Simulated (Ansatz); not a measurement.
**Mg2ZnO3 (P-3m1): SCF with error handling from a Python script**

Wanted for Mg2ZnO3 (P-3m1): an SCF with error handling.

Program: Ansatz 0.2.0, driven from Python. Level of theory: DFT LDA, plane waves, PAW. These are calculated values, not measurements.

**1. The structure**

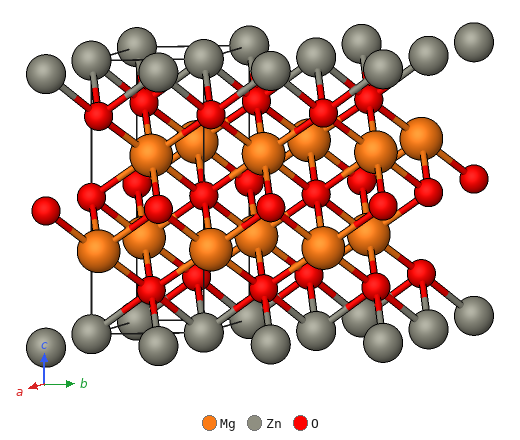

The starting structure, viewed slightly off an axis; magnesium orange, zinc grey, oxygen red. 2×3×1 cells are drawn. Atoms on cell faces are repeated.

The script reads mg2zno3.xyz:

```xyz
6
Lattice="3.03299859 0.0 0.0 -1.5164993 2.62665383 0.0 0.0 0.0 7.403316" Properties=species:S:1:pos:R:3 pbc="T T T"
Mg   -0.00000002    1.75110256    4.92912779
Mg    1.51649931    0.87555127    2.47418821
Zn    0.00000000    0.00000000    0.00000000
O    -0.00000002    1.75110256    1.27795300
O     1.51649931    0.87555127    6.12536300
O     0.00000000    0.00000000    3.70165800
```

**2. Script**

mg2zno3.py

```python
"""Stop the SCF of Mg2ZnO3 from a callback once the residual is small."""

import ansatz as az

XC = "lda"
MESH = (7, 7, 3)
SMEARING = "fixed"


def main() -> None:
    system = az.Crystal.from_extxyz("mg2zno3.xyz")

    calc = (
        system.calculation()
        .functional(XC)
        .pseudopotentials("paw")
        .kpoints(*MESH)  # sampling of the Brillouin zone
        .occupations(SMEARING)  # whole-number filling, right only where there is a gap
    )

    token = az.CancelToken()


    def watch(event):
        if event["event"] == "scf_iter":
            row = event["data"]
            print(f"iteration {row['iter']:2d}  Harris-Foulkes {row['harris_foulkes_ev']:.5f} eV  residual {row['dr2_ev']:.2e} eV")
            if row["dr2_ev"] < 1e-2:
                token.cancel()


    try:
        calc.session().plan().execute(on_event=watch, cancel=token)
        print("finished before the stop was seen")
    except az.CancelledError:
        print("stopped by the token")


if __name__ == "__main__":
    main()
```

**3. The calls as engine input**

The engine receives this input:

```yaml
crystal:
  lattice:
    - [3.03299859, 0.0, 0.0]
    - [-1.5164993, 2.62665383, 0.0]
    - [0.0, 0.0, 7.403316]
  atoms:
    - { symbol: Mg, position: [0.33333332910726315, 0.6666666692047502, 0.665799999621791] }
    - { symbol: Mg, position: [0.6666666708927368, 0.33333333079524985, 0.33420000037820885] }
    - { symbol: Zn, position: [0.0, 0.0, 0.0] }
    - { symbol: O, position: [0.33333332910726315, 0.6666666692047502, 0.17261899937811648] }
    - { symbol: O, position: [0.6666666708927368, 0.33333333079524985, 0.8273810006218835] }
    - { symbol: O, position: [0.0, 0.0, 0.5] }
kpoints:
  mp_grid:
    grid: [7, 7, 3]
hamiltonian:
  xc: lda
  pseudopotentials:
    kind: paw
scf:
  occupations:
    method: fixed
```

**4. Launch**

On the command line:

```
> python mg2zno3.py
```

Standard output:

```text
DeckWarning: basis.ecutwfc = 420 eV, auto-derived from the records' recommended cutoffs: set by Mg (normal level)
iteration  1  Harris-Foulkes -8721.77256 eV  residual 1.58e-01 eV
iteration  2  Harris-Foulkes -8721.72158 eV  residual 4.72e-03 eV
stopped by the token
```

(Warnings from the package without file and line.)

Run time: 1 s. Hardware: 1 thread of Arm Neoverse V2, shared host; peak memory 0.35 GiB.

Lines on the test bed's own set-up are left out of the output.

**5. The run's own record**

From the engine's report, whether the script printed it or not:

| item | value |
| --- | --- |
| SCF cycles in all | 2 |
| bands | 31 |

**6. Results**

| quantity | value |
| --- | --- |
| runs of the engine | 1 |

**Reading.** The run did not converge, so its numbers aren't properties of the system. This cell is a computed structure, which may not be the phase found in nature.
